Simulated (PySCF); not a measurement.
# OsSCl₂: triplet, from a PBE0 minimum start

Aim: relax OsSCl₂ as a triplet from a PBE0 minimum start, check by its vibrations whether the end is a minimum, and collect its spectrum and constants.

Computed with PySCF 2.14.0. Level: PBE0, basis Os def2-SVP with ECP60, S def2-SVP, Cl def2-SVP, scalar-relativistic core potentials, no spin–orbit coupling, density fitting.

### Step 1. The starting structure

4 atoms, charge 0, spin multiplicity 3.

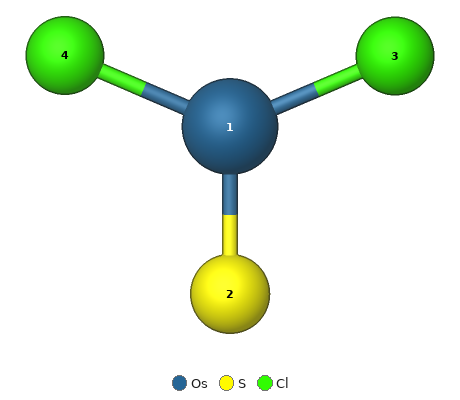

As it starts; osmium blue, sulfur yellow, chlorine green; atoms are numbered from 1 in the order of the file.

```xyz
4
charge 0 multiplicity 3
Os    0.0000    0.0000   -0.0168
S     0.0000    0.0000    2.0454
Cl   -2.0278    0.0000   -0.8888
Cl    2.0278    0.0000   -0.8888
```

### Step 2. The SCF at the typed geometry

The steps below are one call of a driver around PySCF. For each, scf.py gives the equivalent set-up of the SCF; relaxations use the driver's own optimiser. After this first run the driver tries any further starts and a stability analysis.

File scf.py:

```python
from pyscf import gto, scf, dft
mol = gto.M(atom='''
Os     0.000000     0.000000    -0.016840
S     -0.000000     0.000000     2.045360
Cl    -2.027800     0.000000    -0.888800
Cl     2.027800     0.000000    -0.888800''',
    basis={'Os': 'def2-SVP', 'S': 'def2-SVP', 'Cl': 'def2-SVP'},
    ecp={'Os': 'def2-SVP'},
    charge=0, spin=2)
mf = dft.UKS(mol, xc='PBE0')
mf.grids.atom_grid = (50, 194)
aux = {'Os': 'def2-universal-JKFIT', 'S': 'def2-universal-JKFIT', 'Cl': 'def2-universal-JKFIT'}
mf = mf.density_fit(auxbasis=aux)
mf.conv_tol = 1e-08
mf.diis_space = 10
mf.max_cycle = 60
mf.init_guess = 'minao'
mf.verbose = 4
mf.kernel()
```

The run is started by

```bash
$ OMP_NUM_THREADS=2 python axn.py task.json out
```

Further steps of the session: Relaxing the triplet from the PBE0 minimum start; Frequencies.

What does the calculation give? Wanted: minimum; geometry; wavenumbers; dipole moment; highest occupied, lowest empty level; polar-tensor charge of Os1; zero-point energy; atomisation energy; ⟨S²⟩.

**Answer**, as computed:

```
                                          quantity                                                                   value
                                           minimum                                                            triplet, C2v
                                          geometry  Os–Cl 2.207 Å (×2), Os–S 2.062 Å; Cl–Os–Cl 133.6°, Cl–Os–S 113.2° (×2)
                                wavenumbers (cm⁻¹)               88 (b1), 114 (a1), 149 (b2), 405 (a1), 430 (b2), 577 (a1)
                                     dipole moment                                                                  0.07 D
highest occupied, lowest empty level (either spin)                                                         -6.98, -4.09 eV
                        polar-tensor charge of Os1                                                                 +0.94 e
                                 zero-point energy                                                             10.5 kJ/mol
                               entropy at 298.15 K                                                         352.4 J/(mol K)
         atomisation energy (no zero-point energy)                                                             1109 kJ/mol
                                              ⟨S²⟩                                                                   2.017
```

**Reading.** The molecule stays C2v, as typed, and the end point is a minimum. The strongest infrared band lies at 430 cm⁻¹ (b2, stretch). Most of the spin sits on Os1 (Mulliken spin 1.54, against 2 for the whole molecule). Other starts or spin states, not run here, may lie lower. Open d and f shells are described by one determinant, and the ground state may have another occupation or spin. With an element this heavy the missing spin–orbit coupling can shift these numbers.
